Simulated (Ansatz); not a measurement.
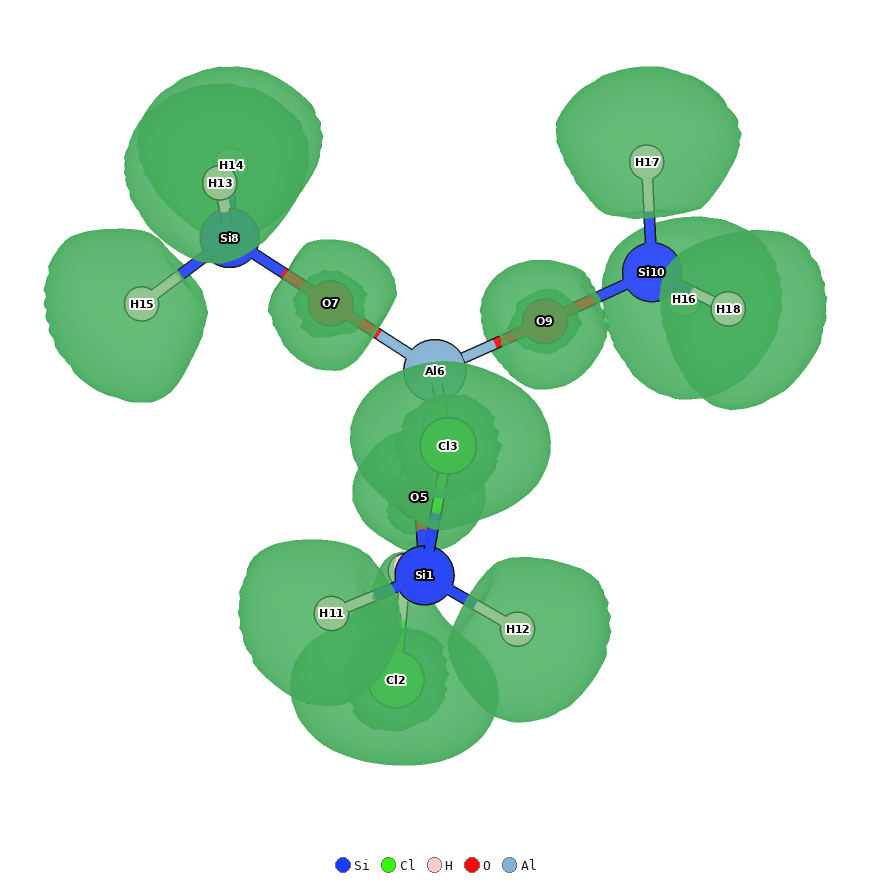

Figure. AlClH8O3Si3···HCl. Isosurface of the electron localisation function at 0.75 (green), seen across its widest extent. Core shells and regions of very low density are left out.

A transition-state structure; geometry: PBE0-D4/def2-TZVP.

All numbers below come from RKS PBE0-D4/def2-TZVPP in Ansatz.

Input

```
crystal:
  periodic: [false, false, false]
  atoms:
    - {symbol: Si, position_ang: [1.015099, -1.519010, 1.978952]}
    - {symbol: Cl, position_ang: [-0.901568, -1.787419, 3.681003]}
    - {symbol: Cl, position_ang: [2.186319, -0.910915, 0.164905]}
    - {symbol: H, position_ang: [-0.993807, -1.027550, 2.423540]}
    - {symbol: O, position_ang: [-0.286866, -0.687609, 1.377895]}
    - {symbol: Al, position_ang: [0.082521, 0.079963, -0.196358]}
    - {symbol: O, position_ang: [0.263760, 1.739323, -0.123055]}
    - {symbol: Si, position_ang: [0.469641, 3.343695, -0.057488]}
    - {symbol: O, position_ang: [-0.629814, -0.669469, -1.508779]}
    - {symbol: Si, position_ang: [-1.275974, -1.391198, -2.806109]}
    - {symbol: H, position_ang: [1.842225, -0.886107, 3.011653]}
    - {symbol: H, position_ang: [1.065645, -2.974947, 1.809152]}
    - {symbol: H, position_ang: [1.702530, 3.734725, -0.792181]}
    - {symbol: H, position_ang: [-0.694109, 4.038285, -0.669733]}
    - {symbol: H, position_ang: [0.598761, 3.786822, 1.357144]}
    - {symbol: H, position_ang: [-2.683158, -1.781797, -2.524314]}
    - {symbol: H, position_ang: [-1.259241, -0.472193, -3.975488]}
    - {symbol: H, position_ang: [-0.501763, -2.614498, -3.150742]}
basis:
  gaussian: {orbitals: def2-TZVPP}
hamiltonian: {xc: pbe0, dispersion: d4}
output: {orbitals: {seedname: orbitals}}
```

Run with:

```sh
ansatz run in.yaml --threads 4 --pin off --events-out ev --progress --plain --max-ram 66560MiB --backend cuda --devices 0, --max-vram 37GiB
```

Q: Where are the electrons localised?

A: The ELF exceeds this value in eight regions around hydrogen nuclei, one region on Cl in which the atom's valence shell and bonds are merged, two regions on O in which the atom's valence shell and bonds are merged, one region wrapped around O (its valence shell) and one joined region spread over several atoms (Cl, H), in which their bonds and any lone pairs are merged. Profiles from the grid: O5···H4 (1.31 Å): the ELF climbs to about 0.90 towards the hydrogen, as it does in any bond to H. Si–O (1.62 Å): the ELF peaks at about 0.85 between the atoms (a short, strongly polar bond).
